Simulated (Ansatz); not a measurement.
## C₄H₁₂BN: one change and its effect

System: C₄H₁₂BN, SMILES [BH3-][NH+]1CCCC1.
Method of the first run: RKS r2SCAN-D4/def2-TZVP (Ansatz 0.2.0).

Text and figures count atoms from 1; the logs count them from 0 in places.

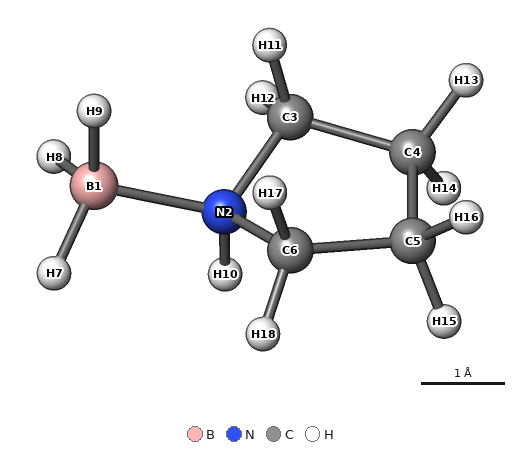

Fig. 1: The starting structure (ball-and-stick view, seen at a tilt; atoms are numbered from 1 in the order of the input).

**The input, the first run**
```yaml
crystal:
  periodic: [false, false, false]
  atoms:
    - { symbol: B, position_ang: [2.29803641, -0.36489969, 0.02816929] }
    - { symbol: "N", position_ang: [0.67922863, -0.4328809, -0.12441507] }
    - { symbol: C, position_ang: [-0.09455335, -0.28969518, 1.14230167] }
    - { symbol: C, position_ang: [-1.54957271, -0.03174364, 0.71128251] }
    - { symbol: C, position_ang: [-1.43865916, 0.55606935, -0.72721362] }
    - { symbol: C, position_ang: [0.07213743, 0.59367756, -1.01962857] }
    - { symbol: H, position_ang: [2.75038714, -0.51344771, -1.10999809] }
    - { symbol: H, position_ang: [2.60420931, -1.28877, 0.78635] }
    - { symbol: H, position_ang: [2.53772114, 0.75082807, 0.5028079] }
    - { symbol: H, position_ang: [0.46705693, -1.36245176, -0.5205945] }
    - { symbol: H, position_ang: [0.34786564, 0.57912423, 1.66897239] }
    - { symbol: H, position_ang: [0.06288132, -1.18189274, 1.77574827] }
    - { symbol: H, position_ang: [-2.05823726, 0.65578493, 1.41423683] }
    - { symbol: H, position_ang: [-2.13592639, -0.97270342, 0.7073468] }
    - { symbol: H, position_ang: [-1.96908265, -0.08819911, -1.45714636] }
    - { symbol: H, position_ang: [-1.88664338, 1.56499018, -0.81068684] }
    - { symbol: H, position_ang: [0.53266337, 1.55833391, -0.72753714] }
    - { symbol: H, position_ang: [0.35917758, 0.38834591, -2.06724547] }
basis:
  gaussian: { orbitals: def2-TZVP }
hamiltonian:
  xc: r2scan
  dispersion: d4
relax:
  f_tol: 0.004
  max_steps: 150
```

Command:
```bash
ansatz run input.yaml --threads 4 --pin off --max-ram 10240MiB --backend cpu --events-out ev --progress --plain --runs-dir out
```

Hardware: 4 threads of Arm Neoverse N1, 98 GiB of memory available, shared host.

**Output, shortened to warnings, some set-up lines, iterations and results (the first run)**
```
[...]
mean field evaluation 1: about -6495.3526 eV, gradient 7.2e1 eV
mean field evaluation 2: about -6482.3032 eV, gradient 1.0e2 eV
mean field evaluation 4: about -6508.3606 eV, gradient 5.5e0 eV
mean field evaluation 8: about -6508.4356 eV, gradient 2.4e-1 eV
mean field evaluation 16: about -6508.3714 eV, gradient 1.3e-2 eV
relax step   1: F+E_penalty+E_count = -6508.47439659 eV  Δ(F+E_penalty+E_count) = +0.000e0 eV  max|allowed force component| = 5.016e-1 eV/Å  Δτ_max = 0.0000 Å  (31 SCF iters, …
relax step   2: F+E_penalty+E_count = -6508.52524334 eV  Δ(F+E_penalty+E_count) = -5.085e-2 eV  max|allowed force component| = 1.470e-1 eV/Å  Δτ_max = 0.0234 Å  (33 SCF …
mean field evaluation 32: about -6508.4271 eV, gradient 1.3e-2 eV
relax step   3: F+E_penalty+E_count = -6508.53025391 eV  Δ(F+E_penalty+E_count) = -5.011e-3 eV  max|allowed force component| = 1.416e-2 eV/Å  Δτ_max = 0.0099 Å  (33 SCF …
relax step   4: F+E_penalty+E_count = -6508.53036428 eV  Δ(F+E_penalty+E_count) = -1.104e-4 eV  max|allowed force component| = 1.187e-2 eV/Å  Δτ_max = 0.0048 Å  (33 SCF …
relax step   5: F+E_penalty+E_count = -6508.53037943 eV  Δ(F+E_penalty+E_count) = -1.515e-5 eV  max|allowed force component| = 3.303e-3 eV/Å  Δτ_max = 0.0014 Å  (33 SCF …
mean field evaluation 64: about -6508.4916 eV, gradient 3.5e-2 eV
mean field -6508.42724203 eV, -239.1802895742 hartree, gradient 2.4e-5 eV, S^2 0.000000; 1 other end points of the search recorded, 0 dependent functions left out
the calculation of the forces begins
reference -6508.42725720 eV, -239.1802901317 hartree; 24, 24 occupied and 234, 234 virtual orbitals, 1572 factors
Total energy: -6508.53039460 eV, -239.1840803612 hartree
Atom 0 at     2.287243    -0.361627     0.028674 Å, force    -0.002378    -0.000286    -0.000300 eV/Å
Atom 1 at     0.674769    -0.439544    -0.127481 Å, force     0.003303    -0.001438    -0.000321 eV/Å
Atom 2 at    -0.091378    -0.288529     1.137962 Å, force    -0.000316    -0.000291     0.000827 eV/Å
Atom 3 at    -1.539128    -0.030368     0.709381 Å, force    -0.000483    -0.000681     0.002173 eV/Å
Atom 4 at    -1.428650     0.555186    -0.723535 Å, force    -0.000150     0.001057    -0.002069 eV/Å
Atom 5 at     0.074638     0.591342    -1.015316 Å, force    -0.000205     0.000402    -0.000832 eV/Å
Atom 6 at     2.734233    -0.503863    -1.090748 Å, force     0.000961     0.000371     0.000315 eV/Å
Atom 7 at     2.590209    -1.267501     0.777500 Å, force     0.000968     0.000459     0.000195 eV/Å
Atom 8 at     2.506778     0.738660     0.495333 Å, force    -0.000601     0.000381     0.000088 eV/Å
Atom 9 at     0.455347    -1.356012    -0.518884 Å, force    -0.001459     0.000067    -0.000094 eV/Å
Atom 10 at     0.347783     0.570529     1.648892 Å, force     0.000106     0.000057    -0.000350 eV/Å
Atom 11 at     0.056808    -1.169480     1.760880 Å, force    -0.000200    -0.000246     0.000105 eV/Å
Atom 12 at    -2.039209     0.649648     1.400037 Å, force     0.000324     0.000298     0.000031 eV/Å
Atom 13 at    -2.113716    -0.959274     0.701438 Å, force    -0.000009     0.000075    -0.000300 eV/Å
Atom 14 at    -1.948588    -0.083866    -1.440720 Å, force    -0.000052    -0.000152     0.000262 eV/Å
Atom 15 at    -1.869362     1.549699    -0.802436 Å, force     0.000306     0.000219     0.000232 eV/Å
Atom 16 at     0.530391     1.538218    -0.719330 Å, force     0.000055    -0.000209     0.000309 eV/Å
Atom 17 at     0.350521     0.387251    -2.048899 Å, force    -0.000170    -0.000083    -0.000271 eV/Å
Dipole moment:    -1.205403     0.015453    -0.086618 e Å
```

The second run used a changed input.

**The two runs side by side**

| quantity | the first run | the second run |
| --- | --- | --- |
| outcome | converged | converged |
| total energy (hartree) | −239.184080 | −239.369076 |
| largest force (eV/Å) | 0.004 | 0.002 |
| basis functions | 258 | 258 |
| wall time (shared host) | 65 s | 77 s |

What was changed in the input?

The change (lines with − go, lines with + come):
```diff
-  xc: r2scan
+  xc: { name: B3LYP }
```

The total energies belong to different methods, so their difference says nothing on which is more stable or more accurate. The functional changes from r2SCAN to B3LYP.

**Output, shortened to warnings, some set-up lines, iterations and results (the second run)**
```
[...]
mean field evaluation 1: about -6501.0895 eV, gradient 6.9e1 eV
mean field evaluation 2: about -6492.2404 eV, gradient 9.2e1 eV
mean field evaluation 4: about -6512.8778 eV, gradient 4.6e0 eV
mean field evaluation 8: about -6512.9216 eV, gradient 4.0e-1 eV
mean field evaluation 16: about -6512.8770 eV, gradient 5.2e-4 eV
relax step   1: F+E_penalty+E_count = -6513.49775486 eV  Δ(F+E_penalty+E_count) = +0.000e0 eV  max|allowed force component| = 5.514e-1 eV/Å  Δτ_max = 0.0000 Å  (29 SCF iters, …
relax step   2: F+E_penalty+E_count = -6513.55758177 eV  Δ(F+E_penalty+E_count) = -5.983e-2 eV  max|allowed force component| = 1.664e-1 eV/Å  Δτ_max = 0.0198 Å  (32 SCF …
mean field evaluation 32: about -6512.9414 eV, gradient 1.6e-5 eV
relax step   3: F+E_penalty+E_count = -6513.56378241 eV  Δ(F+E_penalty+E_count) = -6.201e-3 eV  max|allowed force component| = 4.282e-2 eV/Å  Δτ_max = 0.0122 Å  (33 SCF …
relax step   4: F+E_penalty+E_count = -6513.56392413 eV  Δ(F+E_penalty+E_count) = -1.417e-4 eV  max|allowed force component| = 1.500e-2 eV/Å  Δτ_max = 0.0045 Å  (32 SCF …
relax step   5: F+E_penalty+E_count = -6513.56403834 eV  Δ(F+E_penalty+E_count) = -1.142e-4 eV  max|allowed force component| = 4.695e-3 eV/Å  Δτ_max = 0.0076 Å  (32 SCF …
relax step   6: F+E_penalty+E_count = -6513.56405442 eV  Δ(F+E_penalty+E_count) = -1.608e-5 eV  max|allowed force component| = 5.004e-3 eV/Å  Δτ_max = 0.0026 Å  (32 SCF …
relax step   7: F+E_penalty+E_count = -6513.56405594 eV  Δ(F+E_penalty+E_count) = -1.526e-6 eV  max|allowed force component| = 1.621e-3 eV/Å  Δτ_max = 0.0008 Å  (33 SCF …
mean field evaluation 64: about -6512.9410 eV, gradient 7.2e-1 eV
mean field -6512.94172760 eV, -239.3461938589 hartree, gradient 1.6e-5 eV, S^2 0.000000; 1 other end points of the search recorded, 0 dependent functions left out
the calculation of the forces begins
reference -6512.94204821 eV, -239.3462056409 hartree; 24, 24 occupied and 234, 234 virtual orbitals, 1572 factors
Total energy: -6513.56437655 eV, -239.3690757856 hartree
Atom 0 at     2.295260    -0.349843     0.034104 Å, force     0.001621    -0.000182     0.000070 eV/Å
Atom 1 at     0.676970    -0.438721    -0.126981 Å, force    -0.000152     0.000314     0.000114 eV/Å
Atom 2 at    -0.094531    -0.301804     1.138296 Å, force    -0.000028    -0.000030    -0.000077 eV/Å
Atom 3 at    -1.542046    -0.025319     0.711756 Å, force    -0.000080    -0.000148     0.000031 eV/Å
Atom 4 at    -1.431497     0.560621    -0.722067 Å, force    -0.000064    -0.000082    -0.000140 eV/Å
Atom 5 at     0.072274     0.582271    -1.025204 Å, force    -0.000042    -0.000070     0.000026 eV/Å
Atom 6 at     2.745608    -0.490768    -1.081631 Å, force    -0.000350     0.000074     0.000008 eV/Å
Atom 7 at     2.601942    -1.252276     0.781834 Å, force    -0.000356     0.000077    -0.000005 eV/Å
Atom 8 at     2.510728     0.748796     0.499680 Å, force    -0.000376    -0.000024    -0.000052 eV/Å
Atom 9 at     0.477219    -1.357690    -0.517900 Å, force     0.000102     0.000137     0.000060 eV/Å
Atom 10 at     0.343725     0.541189     1.671239 Å, force     0.000175     0.000023     0.000046 eV/Å
Atom 11 at     0.040629    -1.193666     1.745305 Å, force    -0.000106    -0.000044    -0.000082 eV/Å
Atom 12 at    -2.030332     0.660291     1.402927 Å, force     0.000068    -0.000018     0.000011 eV/Å
Atom 13 at    -2.128139    -0.945024     0.706284 Å, force    -0.000273     0.000033    -0.000068 eV/Å
Atom 14 at    -1.962991    -0.069499    -1.436109 Å, force    -0.000280    -0.000010     0.000041 eV/Å
Atom 15 at    -1.860771     1.558859    -0.795866 Å, force     0.000077    -0.000008    -0.000011 eV/Å
Atom 16 at     0.530882     1.533037    -0.756028 Å, force     0.000181     0.000039     0.000011 eV/Å
Atom 17 at     0.333761     0.360017    -2.056889 Å, force    -0.000117    -0.000082     0.000014 eV/Å
Dipole moment:    -1.204454     0.008055    -0.089569 e Å
```
